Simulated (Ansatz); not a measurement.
**C3H2F+: an energy map over two coordinates**

A grid of calculations on C3H2F, SMILES [CH+]=C=CF, charge +1, to see where the energy is lowest and how it rises around there.

The runs use Ansatz 0.2.0; RKS PBE0-D4/def2-SVP.

### Step 1. Where the work starts

SMILES `[CH+]=C=CF`, 6 atoms, charge 1, spin multiplicity 1.

Atoms are counted from 1 here; the program's logs count them from 0.

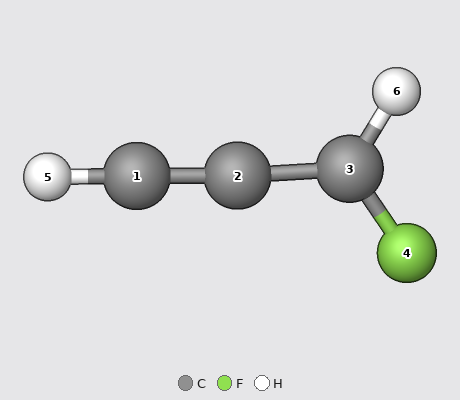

The starting geometry (carbon grey, fluorine green, hydrogen white); atoms are numbered from 1 in the order of the file.

Coordinates:

```xyz
6

C    -0.38742    1.08194   -1.03046
C    -0.09084    0.20436   -0.21053
C     0.29838   -0.72714    0.72724
F    -0.32290   -1.83317    0.85247
H    -0.65465    1.85421   -1.75763
H     1.15744   -0.58019    1.41890
```

This geometry comes from a loose relaxation at PBE in a small basis, which is not shown.

### Step 2. Geometry optimisation

Contents of input.yaml:

```yaml
crystal:
  periodic: [false, false, false]
  atoms:
    - { symbol: C, position_ang: [-0.387419, 1.081942, -1.030458] }
    - { symbol: C, position_ang: [-0.090845, 0.204359, -0.210529] }
    - { symbol: C, position_ang: [0.298379, -0.727138, 0.727242] }
    - { symbol: F, position_ang: [-0.322904, -1.833168, 0.852467] }
    - { symbol: H, position_ang: [-0.654645, 1.854206, -1.757634] }
    - { symbol: H, position_ang: [1.157444, -0.580191, 1.418902] }
total_charge: 1
basis:
  gaussian: { orbitals: def2-SVP }
hamiltonian:
  xc: pbe0
  dispersion: d4
output:
  forces: true
relax:
  f_tol: 0.003
  max_steps: 120
```

Launch:

```
> ansatz run input.yaml --threads 1 --pin off --max-ram 2560MiB --backend cpu --events-out ev --progress --plain --runs-dir out
```

The log of the run, cut to the lines that bear on the results:

```text
Warning: RAYON_NUM_THREADS=1 ignored (pool sized by the plan → 1); use --threads N
[...]
Functional definition: PBE0
[...]
746 factors; integrals over basis functions are off by at most 2.6e-4 eV
[...]
mean field -5837.44901909 eV, -214.5222946865 hartree, gradient 1.8e-5 eV, S^2 0.000000; 0 other end points of the search recorded, 0 dependent functions left out
[...]
reference -5837.44903452 eV, -214.5222952535 hartree; 14, 14 occupied and 52, 52 virtual orbitals, 746 factors
relax step   1: F+E_penalty+E_count = -5837.50171089 eV  Δ(F+E_penalty+E_count) = +0.000e0 eV  max|allowed force component| = 9.331e-1 eV/Å  Δτ_max = 0.0000 Å  (25 SCF iters, accepted)
[...]
relax step   5: F+E_penalty+E_count = -5837.52306995 eV  Δ(F+E_penalty+E_count) = -7.809e-5 eV  max|allowed force component| = 5.328e-3 eV/Å  Δτ_max = 0.0024 Å  (23 SCF iters, accepted)
[...]
relax step   6: F+E_penalty+E_count = -5837.52307074 eV  Δ(F+E_penalty+E_count) = -7.959e-7 eV  max|allowed force component| = 2.092e-3 eV/Å  Δτ_max = 0.0002 Å  (18 SCF iters, accepted)
746 factors; integrals over basis functions are off by at most 2.8e-4 eV
mean field -5837.47017473 eV, -214.5230721420 hartree, gradient 1.7e-5 eV, S^2 0.000000; 1 other end points of the search recorded, 0 dependent functions left out
[...]
reference -5837.47019013 eV, -214.5230727078 hartree; 14, 14 occupied and 52, 52 virtual orbitals, 746 factors
Total energy: -5837.52308614 eV, -214.5250166003 hartree
Atom 0 at    -0.382580     1.073591    -1.020850 Å, force    -0.000220    -0.001410     0.000582 eV/Å
Atom 1 at    -0.088405     0.205273    -0.209111 Å, force    -0.000533     0.002092    -0.001730 eV/Å
Atom 2 at     0.295109    -0.725159     0.723010 Å, force    -0.001616    -0.000941    -0.000914 eV/Å
Atom 3 at    -0.319336    -1.814170     0.844008 Å, force     0.000914     0.000142     0.000751 eV/Å
Atom 4 at    -0.652347     1.837903    -1.745260 Å, force     0.000531     0.000308     0.000340 eV/Å
Atom 5 at     1.147569    -0.577429     1.408192 Å, force     0.000924    -0.000191     0.000971 eV/Å
Dipole moment:     0.211611     0.554688    -0.154089 e Å
```

It took 9.7 s on 1 thread of Arm Neoverse V2, shared host; peak memory 0.12 GiB.

The steps of the relaxation:

```csv
step,energy from step 1 (eV),largest force component (eV/Å)
1,0.0000,0.9331
2,-0.0199,0.3310
3,-0.0213,0.0490
4,-0.0210,0.0705
5,-0.0214,0.0053
6,-0.0214,0.0021
```

Distances of close pairs at the start and the end, largest changes first:

```csv
bond,before (Å),after (Å),change (Å)
C3–F4,1.275,1.256,-0.019
C1–C2,1.237,1.225,-0.013
C3–H6,1.113,1.104,-0.009
C1–H5,1.094,1.087,-0.007
C2–C3,1.378,1.372,-0.006
```

### Step 3. The grid

The axes are (1) angle C1–C2–C3 (carried through 180): 15 values from 140.0 to 220.0 °; (2) change of the bonds C2–C1, C2–C3, all alike: 15 values from −0.143 to 0.221 Å.

Nothing else is relaxed (all other coordinates rigid). Energies count from the relaxed molecule at the same level. Points are written as (first, second).

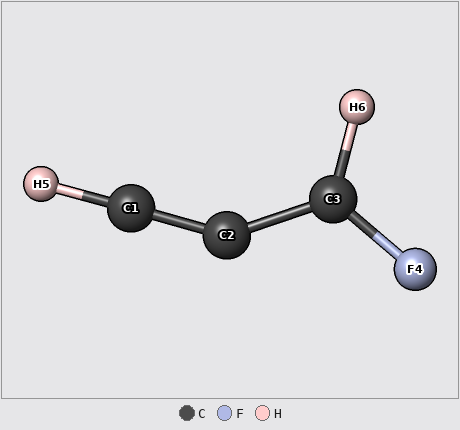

The geometry at (145.7°, −0.065 Å).

Below, 3 of the grid's runs; all are launched alike.

### Step 4. Point (145.7°, −0.065 Å)

Contents of input.yaml:

```yaml
crystal:
  periodic: [false, false, false]
  atoms:
    - { symbol: C, position_ang: [-0.121056, 1.174203, -0.845178] }
    - { symbol: C, position_ang: [-0.088405, 0.205273, -0.209111] }
    - { symbol: C, position_ang: [0.524087, -0.43573, 0.750839] }
    - { symbol: F, position_ang: [0.142953, -1.575535, 1.116503] }
    - { symbol: H, position_ang: [-0.160714, 2.078476, -1.447204] }
    - { symbol: H, position_ang: [1.395784, -0.026338, 1.289848] }
total_charge: 1
basis:
  gaussian: { orbitals: def2-SVP }
hamiltonian:
  xc: pbe0
  dispersion: d4
output:
  forces: true
```

Launch:

```
> ansatz run input.yaml --threads 1 --pin off --max-ram 2560MiB --backend cpu --events-out ev --progress --plain --runs-dir out
```

The log of the run, cut to the lines that bear on the results:

```text
Warning: RAYON_NUM_THREADS=1 ignored (pool sized by the plan → 1); use --threads N
[...]
[... 1 set-up line as earlier in the session ...]
[...]
669 factors; integrals over basis functions are off by at most 9.5e-4 eV
[...]
mean field -5836.78142706 eV, -214.4977611319 hartree, gradient 5.8e-5 eV, S^2 0.000000; 0 other end points of the search recorded, 0 dependent functions left out
[...]
reference -5836.78144232 eV, -214.4977616927 hartree; 14, 14 occupied and 52, 52 virtual orbitals, 669 factors
Total energy: -5836.83556469 eV, -214.4997506532 hartree
Atom 0 at    -0.121056     1.174203    -0.845178 Å, force    -0.727731     7.121197    -5.119991 eV/Å
Atom 1 at    -0.088405     0.205273    -0.209111 Å, force    -0.501325    -3.849898     1.951449 eV/Å
Atom 2 at     0.524087    -0.435730     0.750839 Å, force     1.227275    -2.819156     2.883846 eV/Å
Atom 3 at     0.142953    -1.575535     1.116503 Å, force     0.171250    -0.302207     0.345402 eV/Å
Atom 4 at    -0.160714     2.078476    -1.447204 Å, force    -0.156674    -0.105612    -0.076774 eV/Å
Atom 5 at     1.395784    -0.026338     1.289848 Å, force    -0.012796    -0.044323     0.016068 eV/Å
Dipole moment:     0.251977     0.686244    -0.199577 e Å
```

It took 1.3 s on 1 thread of Arm Neoverse V2, shared host; peak memory 0.1 GiB.

That is 0.69 eV from the zero.

### Step 5. The run at (174.3°, 0.117 Å)

Contents of input.yaml:

```yaml
crystal:
  periodic: [false, false, false]
  atoms:
    - { symbol: C, position_ang: [-0.386941, 1.174087, -1.08771] }
    - { symbol: C, position_ang: [-0.088405, 0.205273, -0.209111] }
    - { symbol: C, position_ang: [0.353484, -0.783227, 0.812609] }
    - { symbol: F, position_ang: [-0.242517, -1.879849, 0.955198] }
    - { symbol: H, position_ang: [-0.637528, 1.952794, -1.803628] }
    - { symbol: H, position_ang: [1.210121, -0.612351, 1.487118] }
total_charge: 1
basis:
  gaussian: { orbitals: def2-SVP }
hamiltonian:
  xc: pbe0
  dispersion: d4
output:
  forces: true
```

Launch:

```
> ansatz run input.yaml --threads 1 --pin off --max-ram 2560MiB --backend cpu --events-out ev --progress --plain --runs-dir out
```

The log of the run, cut to the lines that bear on the results:

```text
Warning: RAYON_NUM_THREADS=1 ignored (pool sized by the plan → 1); use --threads N
[...]
[... 1 set-up line as earlier in the session ...]
[...]
673 factors; integrals over basis functions are off by at most 1.0e-3 eV
[...]
mean field -5836.60025016 eV, -214.4911030037 hartree, gradient 4.6e-5 eV, S^2 0.000000; 0 other end points of the search recorded, 0 dependent functions left out
[...]
reference -5836.60026590 eV, -214.4911035819 hartree; 14, 14 occupied and 52, 52 virtual orbitals, 673 factors
Total energy: -5836.65144595 eV, -214.4929844142 hartree
Atom 0 at    -0.386941     1.174087    -1.087710 Å, force     2.010241    -6.354703     5.810384 eV/Å
Atom 1 at    -0.088405     0.205273    -0.209111 Å, force    -0.605180     3.200123    -2.554500 eV/Å
Atom 2 at     0.353484    -0.783227     0.812609 Å, force    -1.432454     2.525365    -2.887150 eV/Å
Atom 3 at    -0.242517    -1.879849     0.955198 Å, force     0.075142     0.428332    -0.199504 eV/Å
Atom 4 at    -0.637528     1.952794    -1.803628 Å, force    -0.056644     0.058069    -0.087976 eV/Å
Atom 5 at     1.210121    -0.612351     1.487118 Å, force     0.008896     0.142814    -0.081254 eV/Å
Dipole moment:     0.218069     0.559133    -0.150977 e Å
```

Run time: 1.3 s. Hardware: 1 thread of Arm Neoverse V2, shared host; peak memory 0.1 GiB.

On the map this point reads 0.87 eV.

### Step 6. Grid point (174.3°, 0.013 Å)

Contents of input.yaml:

```yaml
crystal:
  periodic: [false, false, false]
  atoms:
    - { symbol: C, position_ang: [-0.363797, 1.09898, -1.019597] }
    - { symbol: C, position_ang: [-0.088405, 0.205273, -0.209111] }
    - { symbol: C, position_ang: [0.322614, -0.714172, 0.741233] }
    - { symbol: F, position_ang: [-0.273386, -1.810794, 0.883822] }
    - { symbol: H, position_ang: [-0.614384, 1.877687, -1.735515] }
    - { symbol: H, position_ang: [1.179251, -0.543296, 1.415742] }
total_charge: 1
basis:
  gaussian: { orbitals: def2-SVP }
hamiltonian:
  xc: pbe0
  dispersion: d4
output:
  forces: true
```

Launch:

```
> ansatz run input.yaml --threads 1 --pin off --max-ram 2560MiB --backend cpu --events-out ev --progress --plain --runs-dir out
```

The log of the run, cut to the lines that bear on the results:

```text
Warning: RAYON_NUM_THREADS=1 ignored (pool sized by the plan → 1); use --threads N
[...]
[... 1 set-up line as earlier in the session ...]
[...]
671 factors; integrals over basis functions are off by at most 1.2e-3 eV
[...]
mean field -5837.45589872 eV, -214.5225475082 hartree, gradient 2.5e-5 eV, S^2 0.000000; 0 other end points of the search recorded, 0 dependent functions left out
[...]
reference -5837.45591411 eV, -214.5225480738 hartree; 14, 14 occupied and 52, 52 virtual orbitals, 671 factors
Total energy: -5837.50861034 eV, -214.5244846245 hartree
Atom 0 at    -0.363797     1.098980    -1.019597 Å, force     0.283080    -0.937380     0.844722 eV/Å
Atom 1 at    -0.088405     0.205273    -0.209111 Å, force    -0.015309     0.533068    -0.347453 eV/Å
Atom 2 at     0.322614    -0.714172     0.741233 Å, force    -0.266230     0.343473    -0.457860 eV/Å
Atom 3 at    -0.273386    -1.810794     0.883822 Å, force     0.017676     0.043453    -0.011060 eV/Å
Atom 4 at    -0.614384     1.877687    -1.735515 Å, force    -0.022031    -0.005500    -0.016608 eV/Å
Atom 5 at     1.179251    -0.543296     1.415742 Å, force     0.002814     0.022886    -0.011743 eV/Å
Dipole moment:     0.216737     0.565911    -0.156433 e Å
```

Run time: 1.3 s. Hardware: 1 thread of Arm Neoverse V2, shared host; peak memory 0.1 GiB.

On the map this point reads 0.014 eV.

### Step 7. All points together

225 points were computed. Energies in eV, from the relaxed molecule at the same level:

```
change of the bonds C2–C1, C2–C3, all alike (Å) ↓, angle C1–C2–C3 (carried through 180) (°) →  140.0  145.7  151.4  157.1  162.9  168.6  174.3  180.0  185.7  191.4  197.1  202.9  208.6  214.3  220.0
                                                                                        0.221   2.66   2.64   2.62   2.61   2.61   2.60   2.60   2.60   2.61   2.62   2.63   2.64   2.66   2.68   2.71
                                                                                        0.195   2.21   2.17   2.15   2.13   2.12   2.12   2.12   2.12   2.12   2.13   2.15   2.17   2.20   2.23   2.27
                                                                                        0.169   1.78   1.74   1.71   1.69   1.67   1.66   1.66   1.66   1.67   1.68   1.70   1.73   1.76   1.80   1.85
                                                                                        0.143   1.40   1.35   1.31   1.28   1.26   1.25   1.24   1.25   1.25   1.27   1.29   1.32   1.36   1.41   1.47
                                                                                        0.117   1.06   1.00   0.95   0.92   0.89   0.88   0.87   0.87   0.88   0.90   0.93   0.97   1.01   1.07   1.14
                                                                                        0.091   0.77   0.70   0.65   0.61   0.58   0.56   0.55   0.55   0.57   0.59   0.62   0.66   0.71   0.78   0.86
                                                                                        0.065   0.55   0.47   0.41   0.36   0.33   0.31   0.30   0.30   0.31   0.33   0.37   0.42   0.48   0.55   0.64
                                                                                        0.039   0.40   0.32   0.24   0.19   0.15   0.12   0.11   0.11   0.13   0.15   0.19   0.25   0.32   0.40   0.50
                                                                                        0.013   0.34   0.24   0.16   0.10   0.06   0.03   0.01   0.02   0.03   0.06   0.11   0.17   0.24   0.33   0.45
                                                                                       −0.013   0.38   0.27   0.18   0.12   0.06   0.03   0.02   0.02   0.03   0.07   0.12   0.18   0.27   0.37   0.49
                                                                                       −0.039   0.53   0.41   0.32   0.24   0.19   0.15   0.13   0.13   0.15   0.19   0.24   0.31   0.40   0.52   0.65
                                                                                       −0.065   0.81   0.69   0.58   0.50   0.44   0.40   0.38   0.38   0.40   0.44   0.50   0.58   0.67   0.79   0.94
                                                                                       −0.091   1.25   1.11   1.00   0.91   0.84   0.80   0.78   0.77   0.80   0.84   0.90   0.99   1.10   1.23   1.38
                                                                                       −0.117   1.86   1.71   1.59   1.49   1.42   1.37   1.35   1.35   1.37   1.41   1.48   1.57   1.69   1.83   1.99
                                                                                       −0.143   2.66   2.51   2.38   2.28   2.20   2.14   2.12   2.12   2.14   2.19   2.26   2.36   2.48   2.63   2.81
```

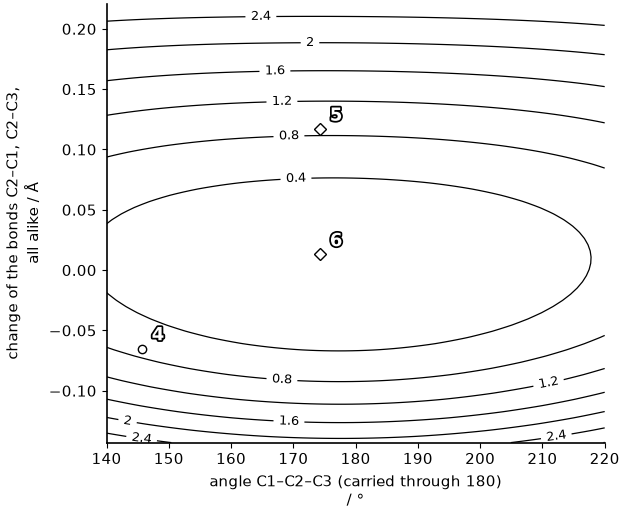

The map; numbers mark the steps of this session that print a point's run. In the figure: contour lines labelled in eV. Between grid points the surface is interpolated.

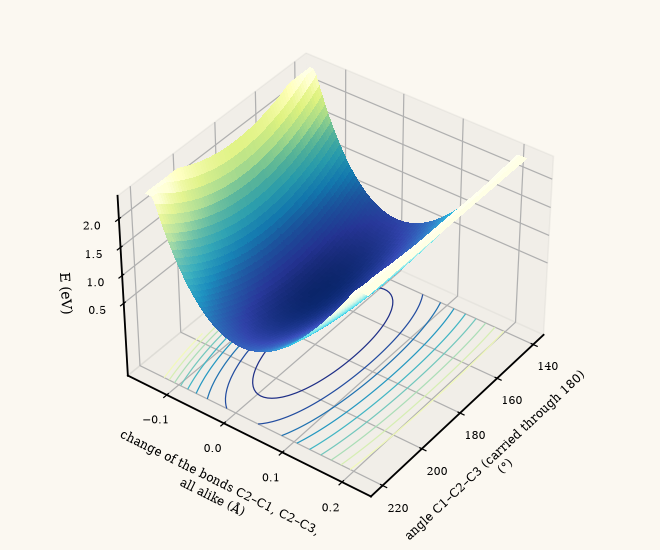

The same map in relief. The picture shows a relief with its contours projected below, any walls above the top of the colour scale cut off. Between grid points the surface is interpolated.

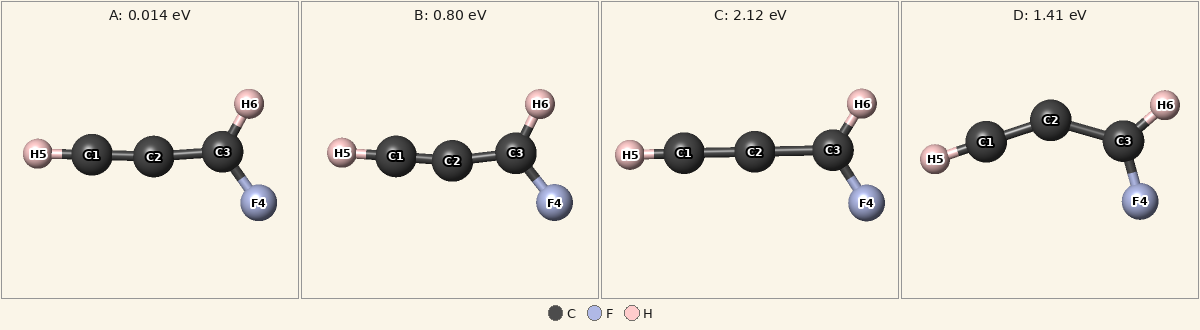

Structures on the grid, at one scale: A at (174.3°, 0.013 Å); B at (168.6°, −0.091 Å); C at (180.0°, 0.195 Å); D at (214.3°, 0.143 Å).

The largest force on an atom (eV/Å) at each point:

```tsv
change of the bonds C2–C1, C2–C3, all alike (Å) ↓, angle C1–C2–C3 (carried through 180) (°) →	140.0	145.7	151.4	157.1	162.9	168.6	174.3	180.0	185.7	191.4	197.1	202.9	208.6	214.3	220.0
0.221	11.9	12.1	12.3	12.5	12.6	12.7	12.7	12.7	12.7	12.7	12.6	12.4	12.3	12.1	11.8
0.195	11.2	11.4	11.6	11.8	11.9	12.0	12.0	12.0	12.0	11.9	11.8	11.7	11.5	11.3	11.1
0.169	10.3	10.5	10.7	10.9	11.0	11.1	11.1	11.1	11.1	11.1	11.0	10.8	10.7	10.5	10.2
0.143	9.2	9.5	9.7	9.8	10.0	10.0	10.1	10.1	10.1	10.0	9.9	9.8	9.6	9.4	9.2
0.117	8.0	8.2	8.4	8.6	8.7	8.8	8.8	8.9	8.8	8.8	8.7	8.5	8.3	8.1	7.9
0.091	6.5	6.7	6.9	7.1	7.2	7.3	7.4	7.4	7.4	7.3	7.2	7.0	6.9	6.7	6.4
0.065	4.8	5.0	5.2	5.4	5.5	5.6	5.6	5.7	5.6	5.6	5.5	5.3	5.1	4.9	4.7
0.039	3.0	3.0	3.2	3.3	3.5	3.6	3.6	3.6	3.6	3.5	3.4	3.3	3.1	2.9	3.1
0.013	1.7	1.6	1.4	1.2	1.1	1.2	1.3	1.3	1.3	1.2	1.2	1.4	1.6	1.7	1.9
−0.013	2.3	2.1	1.9	1.7	1.6	1.5	1.4	1.4	1.4	1.5	1.6	1.8	2.0	2.2	2.4
−0.039	5.5	5.2	5.0	4.8	4.7	4.6	4.5	4.5	4.5	4.6	4.7	4.9	5.1	5.3	5.5
−0.065	9.0	8.8	8.6	8.4	8.3	8.2	8.1	8.1	8.1	8.2	8.3	8.5	8.7	8.9	9.1
−0.091	13.1	12.9	12.7	12.5	12.4	12.3	12.3	12.2	12.3	12.3	12.4	12.6	12.8	13.0	13.2
−0.117	17.9	17.6	17.4	17.3	17.1	17.0	17.0	17.0	17.0	17.1	17.2	17.3	17.5	17.7	18.0
−0.143	23.2	23.0	22.8	22.7	22.5	22.4	22.4	22.4	22.4	22.5	22.6	22.7	22.9	23.1	23.3
```

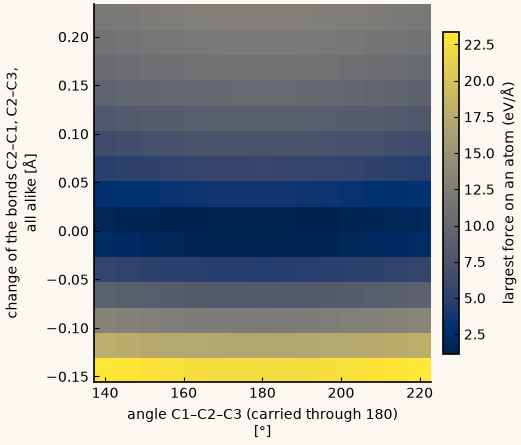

The largest force on an atom over the grid. In the figure: one coloured cell a grid point.

### Step 8. What came out

```
                       quantity                                                                            value
                   lowest point                                                      (174.3°, 0.013 Å), 0.014 eV
         highest computed point                                     (220.0°, −0.143 Å), 2.79 eV above the lowest
largest force on an atom (eV/Å)  1.1 at (162.9°, 0.013 Å) to 23.3 at (220.0°, −0.143 Å); 1.3 at the lowest point
        time for the whole task                                                 5.3 min on 1 thread, shared host
```

The lowest computed point is at (174.3°, 0.013 Å), 0.014 eV from the relaxed molecule at the same level. The grid is coarse, so the lowest point of the scanned range may lie between grid points; coordinates that were held can hide deeper minima. The grid shows no well of another kind. The highest computed point, (220.0°, −0.143 Å), lies 2.79 eV above the lowest. Round the minimum the two coordinates are nearly uncoupled.
